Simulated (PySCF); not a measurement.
## NMR shielding calculation of C6H10FSi (charge +1)

System: C6H10FSi, charge +1, SMILES CC#CC[Si+](C)CF.
Method: GIAO PBE0/LANL2DZ NMR shielding, non-relativistic, gas phase (PySCF 2.14.0).

Some settings of this run were made unusual or wrong on purpose. The geometry comes from this level: GFN2-xTB. Figures and captions count atoms from 1; the log counts them from 0 in places.

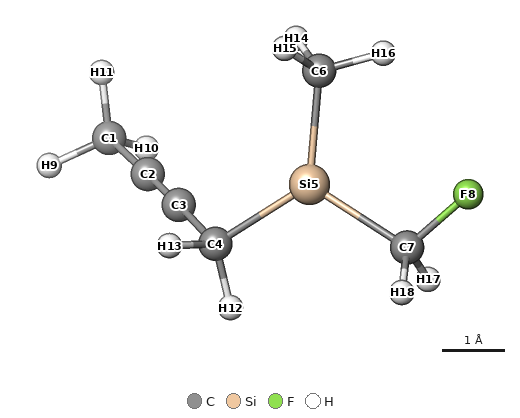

Fig. 1: The input geometry (ball-and-stick view, seen at a tilt; atoms are numbered from 1 in the order of the input). Bond lengths as drawn: C–C 1.20 to 1.46 Å, C–F 1.37 Å, C–H 1.09 to 1.10 Å and C–Si 1.88 to 1.92 Å.

## Input
```
{"job": {"kind": "nmr", "xc": "PBE0", "basis": "LANL2DZ", "pop": true, "scf": {"damp": 0.9, "max_cycle": 66}}, "charge": 1, "multiplicity": 1}
C      3.389614     1.461736    -0.749035
C      2.171895     0.762451    -1.064189
C      1.162668     0.180199    -1.348932
C     -0.053162    -0.539290    -1.717823
Si    -1.282874    -0.486483    -0.279542
C     -1.775401     1.008255     0.740677
C     -2.035298    -2.169688     0.251561
F     -2.878261    -1.933138     1.306562
H      3.983816     1.590947    -1.652035
H      3.969999     0.896959    -0.021391
H      3.157480     2.442914    -0.337807
H      0.209747    -1.572254    -1.984678
H     -0.467277    -0.072139    -2.618589
H     -0.899984     1.553793     1.098705
H     -2.374957     1.713320     0.160827
H     -2.369081     0.707227     1.609671
H     -1.284795    -2.890246     0.598020
H     -2.632888    -2.648245    -0.533178
```

The first line tells a small driver script what to run in PySCF; the rest is the geometry in Å.

Command:
```bash
OMP_NUM_THREADS=1 python <driver script> task.json out
```

## Log
```
final grid: 144504 points
cycle   1  E = -337.3687632915  dE = -2.808e-01  |g| = 7.936e-01  |ddm| = 4.577e+00
cycle   2  E = -336.2493749982  dE =  1.119e+00  |g| = 1.598e+00  |ddm| = 3.591e+00
cycle   3  E = -337.5545599681  dE = -1.305e+00  |g| = 3.870e-01  |ddm| = 2.815e+00
cycle   4  E = -337.6054199905  dE = -5.086e-02  |g| = 1.276e-01  |ddm| = 5.208e-01
cycle   5  E = -337.6114073891  dE = -5.987e-03  |g| = 6.017e-02  |ddm| = 2.569e-01
cycle   6  E = -337.6123139275  dE = -9.065e-04  |g| = 3.224e-02  |ddm| = 9.447e-02
cycle   7  E = -337.6125799086  dE = -2.660e-04  |g| = 7.206e-03  |ddm| = 3.719e-02
cycle   8  E = -337.6125981054  dE = -1.820e-05  |g| = 1.977e-03  |ddm| = 1.347e-02
cycle   9  E = -337.6125995203  dE = -1.415e-06  |g| = 8.093e-04  |ddm| = 3.481e-03
cycle  10  E = -337.6125998471  dE = -3.267e-07  |g| = 2.284e-04  |ddm| = 1.940e-03
cycle  11  E = -337.6125998754  dE = -2.836e-08  |g| = 4.326e-05  |ddm| = 7.292e-04
cycle  12  E = -337.6125998761  dE = -6.339e-10  |g| = 2.751e-05  |ddm| = 1.171e-04
converged SCF energy = -337.6125998761

GIAO shielding tensors (ppm)
atom      isotropic    diamagn.    paramagn.     s11        s22        s33       span
  0 C      192.705     252.153     -59.448    184.441    187.170    206.504     22.063
  1 C      107.319     267.119    -159.801     25.103     40.674    256.179    231.076
  2 C      145.786     273.069    -127.283     72.513    100.735    264.111    191.598
  3 C      173.379     254.937     -81.558    145.507    176.891    197.739     52.232
  4 Si         nan         nan         nan        nan        nan        nan        nan
  5 C      184.488     258.380     -73.892    143.945    196.729    212.789     68.844
  6 C      102.868     254.471    -151.604     79.591     82.581    146.431     66.841
  7 F      444.110     466.243     -22.133    371.503    474.836    485.992    114.489
  8 H       30.581      26.617       3.964     25.334     28.704     37.706     12.373
  9 H       30.746      29.473       1.274     25.590     29.157     37.492     11.903
 10 H       30.877      29.860       1.017     25.560     29.463     37.607     12.047
 11 H       28.882      28.893      -0.011     23.580     28.008     35.058     11.478
 12 H       29.255      27.994       1.261     23.900     27.562     36.304     12.404
 13 H       30.316      31.232      -0.917     25.270     28.523     37.153     11.883
 14 H       30.991      29.199       1.793     26.478     27.480     39.016     12.539
 15 H       29.151      29.108       0.043     24.291     28.408     34.755     10.464
 16 H       26.962      29.165      -2.203     22.932     27.271     30.684      7.751
 17 H       26.995      28.836      -1.841     22.766     27.440     30.778      8.012
```

## Outcome

```csv
quantity,value
outcome,converged
total energy,−337.612600 hartree
HOMO,−11.45 eV
LUMO,−8.22 eV
hardware,"1 CPU thread, shared host"
wall time,37 s
peak memory,0.95 GiB
```

Some settings of this run were drawn to be unusual or wrong. It converged; results that depend on the unusual settings are not reference values.
